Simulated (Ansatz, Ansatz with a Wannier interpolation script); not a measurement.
# YVO4 (I4_1/amd): quasiparticle bands by Wannier interpolation

Aim: the G0W0 bands of YVO4 (I4_1/amd) along the symmetry lines, with the gap off the mesh.

Program: Ansatz 0.2.0. Level of theory: LDA, Wannier functions and G0W0, plane waves, PAW. Results are calculated unless marked as measured.

### Step 1. Starting point

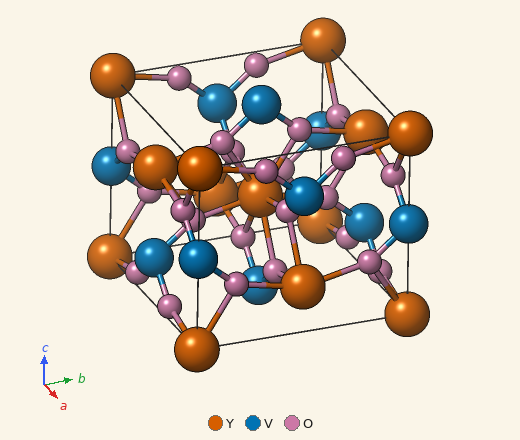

The starting structure, seen slightly off an axis (yttrium orange, vanadium blue, oxygen pink). This picture shows the conventional cell, with its axes. Some periodic images of atoms are drawn too.

Structure file:

```cif
data_structure
_symmetry_space_group_name_H-M 'I4_1/amd:1'
_symmetry_Int_Tables_number 141
_cell_length_a 7.1000
_cell_length_b 7.1000
_cell_length_c 6.2700
_cell_angle_alpha 90.000
_cell_angle_beta 90.000
_cell_angle_gamma 90.000
_cell_volume 316.07
loop_
_atom_site_label
_atom_site_type_symbol
_atom_site_symmetry_multiplicity
_atom_site_Wyckoff_symbol
_atom_site_fract_x
_atom_site_fract_y
_atom_site_fract_z
_atom_site_occupancy
Y1 Y 4 a 0.00000 0.00000 0.00000 1
V1 V 4 b 0.00000 0.00000 0.50000 1
O1 O 16 h 0.00000 0.18386 0.32558 1
```

Geometry: measured cell, ions relaxed with LDA. The runs that relaxed it are not among those shown.

### Step 2. LDA bands

The cheap functional maps the bands first; the places of the edges decide which points the dearer methods must see.

This step: DFT, LDA, plane waves, PAW; PAW set soft_1.

input.yaml

```yaml
crystal:
  lattice:
    - [-3.55, 3.55, 3.135]
    - [3.55, -3.55, 3.135]
    - [3.55, 3.55, -3.135]
  atoms:
    - { symbol: "Y", position: [0.0, 0.0, 0.0] }
    - { symbol: "Y", position: [0.75, 0.25, 0.5] }
    - { symbol: V, position: [0.5, 0.5, 0.0] }
    - { symbol: V, position: [0.25, 0.75, 0.5] }
    - { symbol: O, position: [0.5094362024, 0.3255804878, 0.1838557146] }
    - { symbol: O, position: [0.0755804878, 0.3917247732, 0.3161442854] }
    - { symbol: O, position: [0.1417247732, 0.3255804878, 0.8161442854] }
    - { symbol: O, position: [0.0755804878, 0.7594362024, 0.6838557146] }
    - { symbol: O, position: [0.2405637976, 0.9244195122, 0.3161442854] }
    - { symbol: O, position: [0.6744195122, 0.4905637976, 0.8161442854] }
    - { symbol: O, position: [0.6082752268, 0.9244195122, 0.6838557146] }
    - { symbol: O, position: [0.6744195122, 0.8582752268, 0.1838557146] }
kpoints:
  mp_grid: { grid: [4, 4, 4] }
  band_path:
    path:
      - [[0.0, 0.0, 0.0], [0.0, 0.0, 0.5], [-0.5, 0.5, 0.5], [0.0, 0.0, 0.0], [0.44496578, 0.44496578, -0.44496578]]
      - [[-0.44496578, 0.55503422, 0.44496578], [-0.5, 0.5, 0.5]]
      - [[0.0, 0.0, 0.5], [0.25, 0.25, 0.25], [0.0, 0.5, 0.0], [0.0, 0.0, 0.0]]
    npoints: 10
hamiltonian:
  xc: lda
  pseudopotentials: { kind: paw, azcp: { folder: soft_1 }, xc_functional: pbe }
scf:
  occupations: { method: fermi_dirac, width: 0.02 }
  n_extra_bands: 84
output:
  eigenvalues: true
  fatbands: true
  write_density: true
  write_potential: true
  elf: true
  volumetric_format: npy
```

The run is started by

```sh
$ ansatz run input.yaml --threads 4 --pin off --max-ram 18432MiB --backend cpu --events-out ev --progress --plain --runs-dir out
```

Numbers of over 12 decimals in the logs are rounded to 6 here.

Log:

```text
scf.n_extra_bands = 84 over 48 filled bands (N_el = 96.0): the run solves 132 bands
Engine: ansatz 0.2.0, aarch64-unknown-linux-gnu
Pseudopotentials: kind: paw
Pseudopotential: Y, paw, valence charge 11, recommended cutoff 420 eV (normal), soft_1/Y.paw.azcp
Pseudopotential: V, paw, valence charge 13, recommended cutoff 420 eV (normal), soft_1/V.paw.azcp
Pseudopotential: O, paw, valence charge 6, recommended cutoff 420 eV (normal), soft_1/O.paw.azcp
Functional definition: SPW92
  exchange = slater_x
  correlation = pw_c
Crystal: 12 atoms, lattice volume = 158.035 Å³
Basis set: ecut = 420 eV, 3063 PW (Γ)
Bands: 132, of which v1, the nominal top of the filled ones, is band 48 counted from 1 (47 counted from 0)
Symmetry: 16 space group operations
Space group: I41/amd (ITA 141), of the structure as read, at distance tolerance 5.4e-5 Å
k-points: 13 of 64
Non-local potential: Y, projectors of the file, l = 0: 3, l = 1: 2, l = 2: 2, l = 3: 1
Non-local potential: V, projectors of the file, l = 0: 3, l = 1: 2, l = 2: 3, l = 3: 1
Non-local potential: O, projectors of the file, l = 0: 2, l = 1: 2, l = 2: 1
PAW form: soft (Blöchl's): semilocal exchange-correlation on the pseudo side does not see the compensation charge
PAW frozen core: Y, regenerated for the run's functional, and the local potential with it (the file was generated under x = pbe(κ = 0.804, μ = 0.219515), c = pbe(β = 0.066725))
PAW frozen core: V, regenerated for the run's functional, and the local potential with it (the file was generated under x = pbe(κ = 0.804, μ = 0.219515), c = pbe(β = 0.066725))
PAW frozen core: O, regenerated for the run's functional, and the local potential with it (the file was generated under x = pbe(κ = 0.804, μ = 0.219515), c = pbe(β = 0.066725))
PAW one-centre angular grid: Y, 590 points (default); XC on 64 Gauss nodes
PAW one-centre angular grid: V, 590 points (default); XC on 64 Gauss nodes
PAW one-centre angular grid: O, 110 points (default); XC on 64 Gauss nodes
Initial density: superposition of atomic densities (chi_scale 0.1, normalization cell, long waves kept (reshape's long-wave potential 0.00 eV rms))
Initial wavefunctions: pseudopotential atomic-orbital guess
Functional: x = slater, c = lda
SCF iter   1: F=—  HF=-17672.598773 eV  |F-HF|=—  |Δ(HF+E_count)|=         —  Δρ=5.33e-2  dr2=5.13e0  ethr=3.10e-3  ⟨swp⟩=5.1  Hψ=6775  notcnv=0  defer=564
preconditioner: auto → Resta (q_TF=auto, 2.511 Å⁻¹)  ε∞=1.9  [insulator: Δε(μ)=2.498 eV  Ē_g=27.016 eV  σ=0.020 eV  W_gap=1.00  n_scr=46 (ndim 8)  ℏωp=25.8 eV  f_vac=0.000  D(μ)=0.00/eV (n_scr^D=0)  ε∞_Penn≈1.9]
SCF iter   2: F=—  HF=-17671.422945 eV  |F-HF|=—  |Δ(HF+E_count)|=    1.18e0  Δρ=2.71e-2  dr2=1.39e0  ethr=3.10e-3  ⟨swp⟩=2.0  Hψ=2032  notcnv=0  defer=1034
SCF iter   3: F=—  HF=-17671.036845 eV  |F-HF|=—  |Δ(HF+E_count)|=   3.86e-1  Δρ=2.93e-3  dr2=1.41e-2  ethr=1.44e-3  ⟨swp⟩=2.2  Hψ=1314  notcnv=0  defer=1036
SCF iter   4: F=—  HF=-17671.037145 eV  |F-HF|=—  |Δ(HF+E_count)|=   3.00e-4  Δρ=4.19e-4  dr2=3.03e-4  ethr=1.47e-5  ⟨swp⟩=2.5  Hψ=1409  notcnv=0  defer=1036
SCF iter   5: F=—  HF=-17671.037242 eV  |F-HF|=—  |Δ(HF+E_count)|=   9.75e-5  Δρ=9.94e-5  dr2=1.08e-5  ethr=3.16e-7  ⟨swp⟩=2.0  Hψ=1006  notcnv=0  defer=1036
SCF iter   6: F=—  HF=-17671.037249 eV  |F-HF|=—  |Δ(HF+E_count)|=   6.78e-6  Δρ=2.02e-5  dr2=5.82e-7  ethr=1.12e-8  ⟨swp⟩=2.0  Hψ=1522  notcnv=0  defer=1036
SCF iter   7: F=-17671.037249 eV  HF=-17671.037249 eV  |F-HF|=1.01e-8  |Δ(HF+E_count)|=   5.03e-8  Δρ=3.89e-6  dr2=1.17e-8  ethr=1.04e-10  ⟨swp⟩=11.3  Hψ=10867  notcnv=0
SCF 1 converged in 7 iterations: F = -17671.037249 eV  dr2 = 1.17e-8
[...]
NSCF: frozen V_eff on 83 k-points
SCF converged after 7 iterations
Free energy (F): -17671.037249 eV
Harris-Foulkes:  -17671.037249 eV  (|F-HF|=1.01e-8)
Internal energy: -17671.037249 eV  (E = F + TS)
E sigma→0 (E₀):  -17671.037249 eV
Fermi energy:    7.469938 eV
--- Per-component energies (eV) ---
  E_band       = -865.175736
  E_kinetic    = 2558.885838
  E_local      = -7420.990476  (includes V_loc(G=0)·N_el)
  E_nonlocal   = 659.449396
  E_hartree    = 2808.873628
  E_xc         = -1145.245657
  E_vxc        = -1424.059251  (∫ρ·V_xc dr)
  E_paw        = -8786.053083  (= ΣΔE_a)
  E_vpaw       = -856.222585  (= ΣTr[D̂ρ^β])
  E_aug_tail   = 0.009001  (compensation charges beyond the density's cutoff)
  E_ewald      = -6348.092738
  E_core_change = 2.126842  (= ΣΔE_core)
  E_smearing   = -0.000000  (= −TS)
  E_closure    = 0.000000  (closes the sum)
  Σ components = -17671.037249   (vs F -17671.037249, Δ=0.00e0)
--- Band table (eV; the first three rows and the last of 13) ---
  k-point 0: bands = [... 44 lower, 5.6118, 5.6155, 5.6155, 6.0168, 8.9125, 9.6569, 9.8823, 9.9455, ... 80 higher]
  k-point 1: bands = [... 44 lower, 5.4166, 5.4868, 5.6318, 5.8851, 9.1807, 9.6646, 9.7770, 10.0230, ... 80 higher]
  k-point 2: bands = [... 44 lower, 5.2299, 5.2299, 5.6468, 5.6468, 9.6387, 9.6387, 9.8149, 9.8149, ... 80 higher]
  k-point 12: bands = [... 44 lower, 5.1967, 5.1967, 5.4504, 5.4504, 9.6982, 9.6982, 10.0023, 10.0023, ... 80 higher]
```

It took 28 s on 4 threads of Arm Neoverse V2, shared host; peak memory 1.3 GiB.

The column dr2 measures how far the density is from self-consistency, as an energy; F and HF (Harris–Foulkes) agree once it is small.

This step gave:

- filled bands: 48
- gap: 2.895 eV
- valence top at: k = (0.044, 0.044, -0.044)
- conduction bottom at: Γ
- least direct gap: 2.896 eV

The gap is indirect, with the least direct gap 0.001 eV higher.

The electronic bands at the labelled points (eV, zero at the top of the highest nominally filled band):

```tsv
point	band 45	band 46	band 47	band 48	band 49	band 50	band 51	band 52
Γ	-0.41	-0.40	-0.40	0.00	2.90	3.64	3.86	3.93
X	-0.79	-0.79	-0.37	-0.37	3.62	3.62	3.80	3.80
M	-0.82	-0.82	-0.57	-0.57	3.68	3.68	3.98	3.98
Γ	-0.41	-0.40	-0.40	0.00	2.90	3.64	3.86	3.93
Z	-0.86	-0.86	-0.49	-0.49	3.68	3.72	3.90	4.03
jump to Z0	-0.86	-0.86	-0.49	-0.49	3.68	3.72	3.90	4.03
M	-0.82	-0.82	-0.57	-0.57	3.68	3.68	3.98	3.98
jump to X	-0.79	-0.79	-0.37	-0.37	3.62	3.62	3.80	3.80
P	-0.88	-0.88	-0.32	-0.32	3.81	3.81	3.84	3.84
N	-0.89	-0.78	-0.16	-0.15	3.69	3.80	3.80	3.83
Γ	-0.41	-0.40	-0.40	0.00	2.90	3.64	3.86	3.93
```

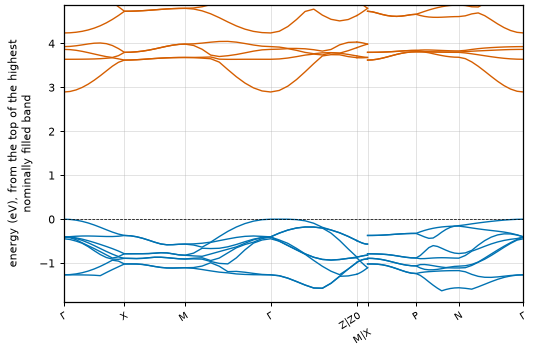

Electronic bands along the path; lines of filled and empty bands in two colours.

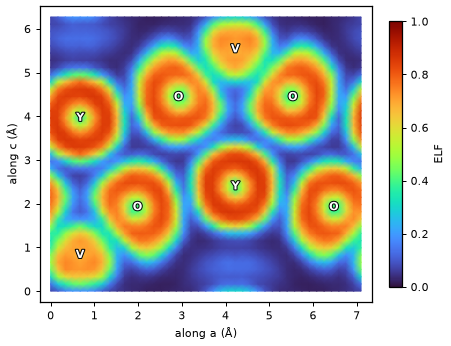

ELF in the ac plane of the conventional cell at fractional y = 0.500, with atoms of Y and V and O within 0.2 Å of it. It is the smooth field of the valence electrons, not physical close to the nuclei. The map starts off the cell's origin, so that atoms lie inside it.

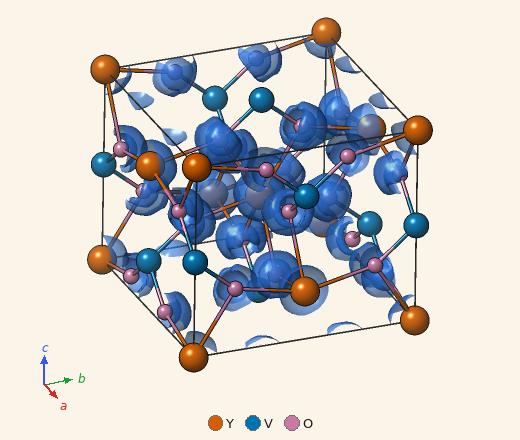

Surface of ELF = 0.79.

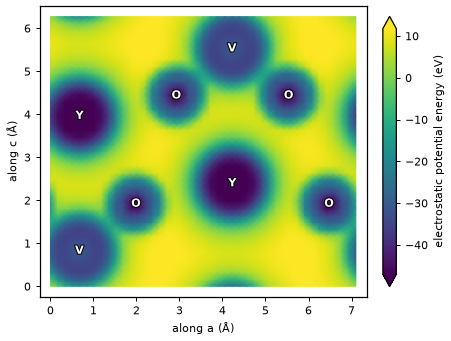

Electrostatic potential energy in the ac plane of the conventional cell at fractional y = 0.500, with atoms of Y and V and O within 0.2 Å of it. With pseudopotentials it is smooth inside the atoms' cores, unlike the true potential. The map starts off the cell's origin, so that atoms lie inside it.

### Step 3. Wannier functions (O:2p V:3d) on 8×8×8

Localised functions give a small Hamiltonian that interpolates between mesh points at no cost.

This step: maximally localised Wannier functions, LDA, plane waves, PAW; PAW set soft_1.

input.yaml, the sections that differ from step 2:

```yaml
kpoints:
  mp_grid: { grid: [4, 4, 4] }
scf:
  occupations: { method: fixed }
  n_extra_bands: 84
output:
  wannier:
    kmesh: [8, 8, 8]
    projections: [{ species: O, l: p, shell: 2 }, { species: V, l: d, shell: 3 }]
    minimise: true
    write_hr: true
    seedname: w
    conv_tol: 1.0e-06
    max_iter: 20000
    stability_check: false
    disentanglement:
      window: [1.62, 14.21]
      frozen_window: [1.62, 11.21]
      conv_tol: 1.0e-08
# crystal, hamiltonian: as in step 2
```

Log:

```text
[...]
Crystal: 12 atoms, lattice volume = 158.035 Å³
Basis set: ecut = 420 eV, 3063 PW (Γ)
Bands: 132, of which v1, the nominal top of the filled ones, is band 48 counted from 1 (47 counted from 0)
Symmetry: 16 space group operations
[...]
k-points: 13 of 64
[...]
SCF iter   1: F=—  HF=-17672.599969 eV  |F-HF|=—  |Δ(HF+E_count)|=         —  Δρ=5.34e-2  dr2=5.14e0  ethr=3.10e-3  ⟨swp⟩=4.0  Hψ=5414  notcnv=0  defer=1037
[...]
SCF iter   9: F=-17671.037249 eV  HF=-17671.037249 eV  |F-HF|=1.62e-8  |Δ(HF+E_count)|=   4.78e-7  Δρ=4.83e-6  dr2=4.45e-8  ethr=1.04e-10  ⟨swp⟩=11.5  Hψ=11995  notcnv=0
SCF 1 converged in 9 iterations: F = -17671.037249 eV  dr2 = 4.45e-8
[...]
NSCF: frozen V_eff on 63 k-points
the Wannier pass solved 63 of the 512 points of its mesh, and has the states at the others by symmetry: states obtained by the crystal's operations at points that were solved too leave a residual of 9.12e-13 eV (read by the count's bands and the next), within 6.67e-6 eV
SCF converged after 9 iterations
Free energy (F): -17671.037249 eV
[...]
Internal energy: -17671.037249 eV  (E = F + TS)
E sigma→0 (E₀):  -17671.037249 eV
Fermi energy:    6.016796 eV
[...]
--- Band table (eV; the first three rows and the last of 13) ---
  k-point 0: bands = [... 44 lower, 5.6118, 5.6155, 5.6155, 6.0168, 8.9123, 9.6568, 9.8822, 9.9454, ... 80 higher]
  k-point 1: bands = [... 44 lower, 5.4166, 5.4868, 5.6318, 5.8850, 9.1805, 9.6645, 9.7769, 10.0229, ... 80 higher]
  k-point 2: bands = [... 44 lower, 5.2298, 5.2298, 5.6467, 5.6467, 9.6386, 9.6386, 9.8147, 9.8147, ... 80 higher]
  k-point 12: bands = [... 44 lower, 5.1966, 5.1966, 5.4503, 5.4503, 9.6981, 9.6981, 10.0022, 10.0022, ... 80 higher]
Wannier search: line search 1 of at most 20000: gauge-dependent spread (as the search counts it) 1.2208825 Å², largest recent change 4.7e-2 Å² against conv_tol 1.0e-6 Å², 0 stops escaped
[...]
```

The job ended after 3.4 min (4 threads; peak memory 4.9 GiB).

This step gave:

```yaml
gauge_invariant_spread: 34.00 Å²
diagonal_spread: 0.006281 Å²
off_diagonal_spread: 1.010 Å²
total_spread: 35.01 Å²
least_projectability: 0.6232
localisation_steps: 2072
disentanglement_steps: 106
r_m_s_interpolation_error: 2.01e-4 eV
r_m_s_error_near_the_gap: 2.58e-4 eV
```

Near the gap the model misses directly solved bands by 0.3 meV r.m.s. and by 5 meV at most in the window tested. This tests the starting bands, not the corrections carried with them.

Wannier functions, by row:

```tsv
function	x (Å)	y (Å)	z (Å)	spread (Å²)	nearest atom	distance (Å)
1	0	1.279	1.958	0.97	O5	0.087
2	0	1.343	2.016	0.875	O5	0.045
3	0	1.444	2.002	1.094	O5	0.144
4	2.271	0	0.391	0.97	O6	0.087
5	2.106	0	0.435	1.094	O6	0.144
6	2.207	0	0.449	0.875	O6	0.045
7	3.55	2.271	-1.177	0.97	O7	0.087
8	3.55	2.207	-1.119	0.875	O7	0.045
9	3.55	2.106	-1.133	1.094	O7	0.144
10	4.829	0	0.391	0.97	O8	0.087
11	4.994	0	0.435	1.094	O8	0.144
12	4.893	0	0.449	0.875	O8	0.045
13	3.55	-1.279	2.744	0.97	O9	0.087
14	3.55	-1.343	2.686	0.875	O9	0.045
15	3.55	-1.444	2.7	1.094	O9	0.144
16	2.271	3.55	1.177	0.97	O10	0.087
17	2.106	3.55	1.133	1.094	O10	0.144
18	2.207	3.55	1.119	0.875	O10	0.045
19	3.55	1.279	2.744	0.97	O11	0.087
20	3.55	1.343	2.686	0.875	O11	0.045
21	3.55	1.444	2.7	1.094	O11	0.144
22	1.279	0	4.312	0.97	O12	0.087
23	1.444	0	4.268	1.094	O12	0.144
24	1.343	0	4.254	0.875	O12	0.045
25	0	0	3.135	0.85	V3	0
26	0	0	3.037	1.447	V3	0.098
27	0	0	3.233	1.447	V3	0.098
28	0	0	3.135	1.129	V3	0
29	0	0	3.135	0.878	V3	0
30	3.55	0	1.567	0.85	V4	0
31	3.55	0	1.665	1.447	V4	0.098
32	3.55	0	1.47	1.447	V4	0.098
33	3.55	0	1.567	1.129	V4	0
34	3.55	0	1.568	0.878	V4	0
```

Frozen up to 5.20 eV; above it the model need not follow the bands. Electronic bands along the path, in eV, zero at the valence-band top:

(Unchanged from step 2.)

The same for Kohn-Sham, solved directly:

(Unchanged from step 2.)

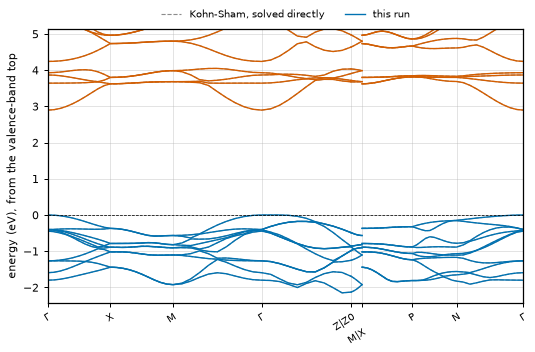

Electronic bands along the path; lines of filled and empty bands in two colours; dashed: Kohn-Sham, solved directly.

(Continued in part 2 of 2.)

[Paths, hosts, dates, memory and timing lines, banners, echoed tables and standing remarks are left out of the program output.]

[Logs are printed without paths, hosts, clocks, repeated set-up lines and the standing remarks that a program may print on its own settings, such as how far it seeks lower states.]

[Runs of the session that timed out or met a known fault of the program may be left out.]

[Hosts, paths, dates, database ids (printed as entryN), source tags and the programs' standing remarks are cut or masked in the printed files.]
